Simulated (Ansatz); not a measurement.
# CH$_{6}$F$_{2}$Ge$_{2}$ (SMILES [CH3][GeH2][GeH]([F])[F]): what the fields show

```xyz
11

C     1.1837    0.4134    0.6718
F    -0.4913   -2.7700   -0.6066
F    -0.6879   -0.7505   -2.4415
Ge   -0.7621    0.2893    0.7493
Ge   -1.3890   -1.3122   -0.9451
H     1.6259   -0.5737    0.8691
H     1.5523    1.1304    1.4197
H     1.4939    0.7447   -0.3297
H    -1.4357    1.6348    0.4367
H    -1.2510   -0.2144    2.1164
H    -2.8207   -1.7594   -1.2839
```

Geometry: r2SCAN-D4/def2-SVP.

Computed with Ansatz 0.2.0, isolated molecule in a Gaussian basis; Kohn-Sham density functional theory, functional PBE0.

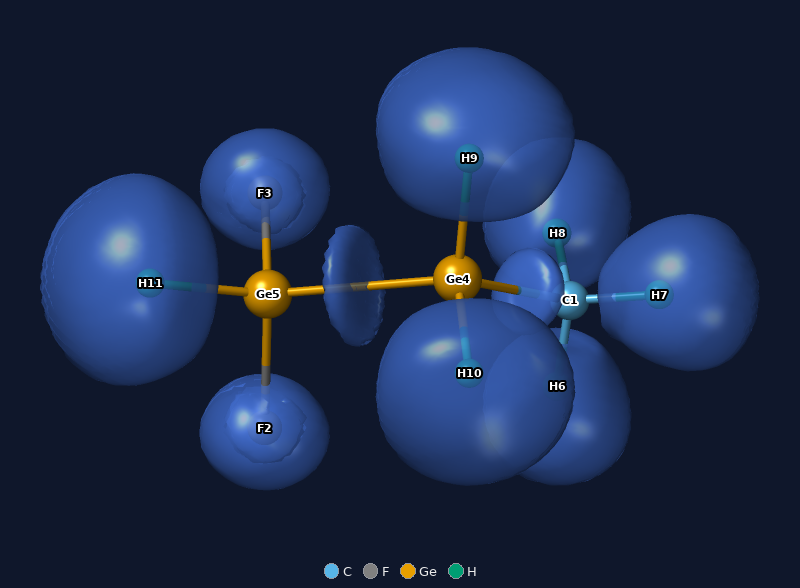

Figure 1. Isosurface of the ELF at 0.8 (blue), seen from one side. Only the valence region is drawn (cores and ρ < 0.01 e/Å³ removed).

What do the ELF domains correspond to?

Answer. The surface consists of one region between bonded Ge–Ge atoms (shared pairs), six regions around hydrogen nuclei, one lobe of the valence shell of C pointing towards Ge (polar bonds) and two regions wrapped around F (the valence shell of each).


Ge–F (1.75 Å): the ELF peaks at about 0.80 in the valence shell of F, 0.5 Å from its nucleus, and is about 0.25 at the midpoint. C–Ge (1.95 Å): the ELF peaks at about 0.90 in the valence shell of C, 0.6 Å from its nucleus, and is about 0.65 at the midpoint.

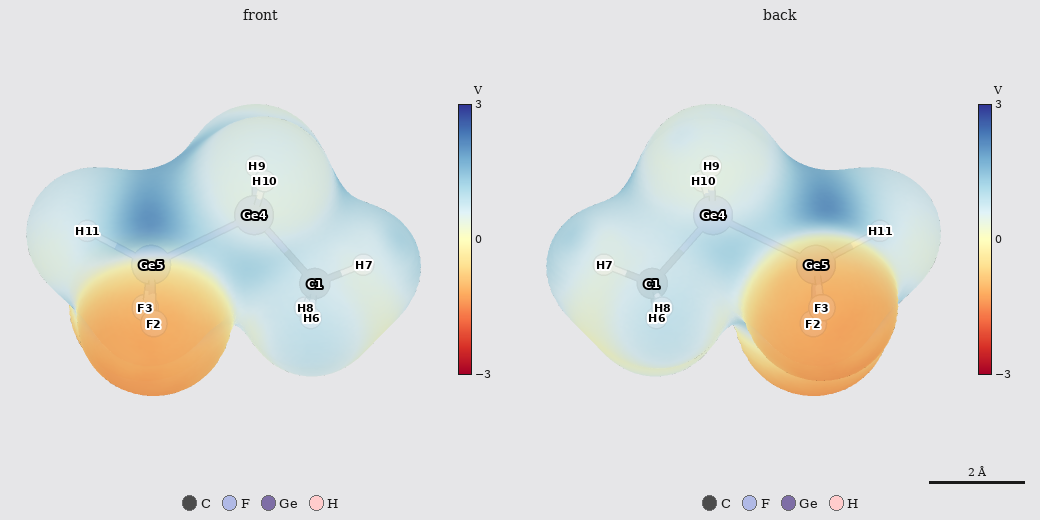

Figure 2. The electrostatic potential painted on the density surface at 0.002 e/bohr³, seen from the front and from behind; red is negative and blue positive.

Describe the electrostatic potential map.

Answer. The most negative region (about −1.3 V) lies over F2 and F3, the most positive (about +2.0 V) over Ge5.

What dipole moment does the calculation give?

Answer. Its dipole moment is 3.15 D.

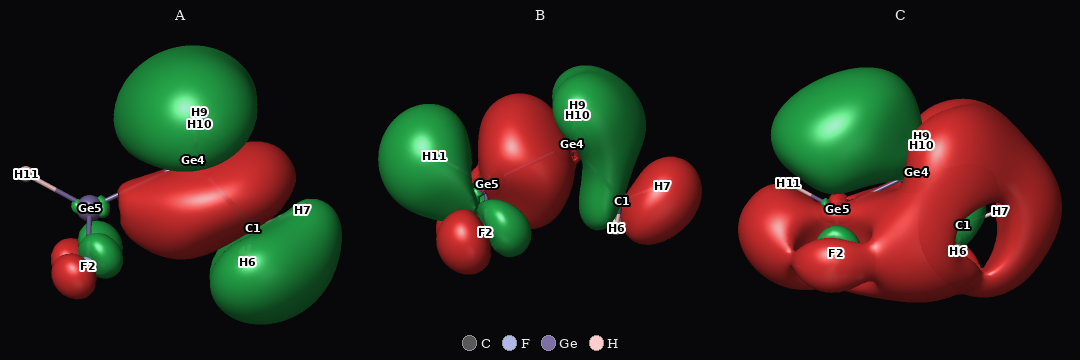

Figure 3. Three frontier orbitals at ±0.04 Å⁻³ᐟ² (green and red are the two phases), in no order.

Which picture is the HOMO−1, the HOMO and the LUMO?

Answer. A is the HOMO−1 (−9.60 eV). By Hirshfeld shares it lies mainly on C1 (about 35 %), Ge4 (about 30 %), H10 (about 10 %) and H9 (about 10 %). B is the HOMO (−8.50 eV). Its weight (Hirshfeld) is mainly on Ge5 (about 30 %), Ge4 (about 30 %), H11 (about 10 %), F3 (about 10 %), F2 (about 10 %) and C1 (about 5 %). C is the LUMO (−0.48 eV). Its weight (Hirshfeld) is mainly on Ge5 (about 30 %), Ge4 (about 25 %) and C1 (about 10 %).

What is the HOMO–LUMO gap?

Answer. 8.02 eV between the orbital energies.
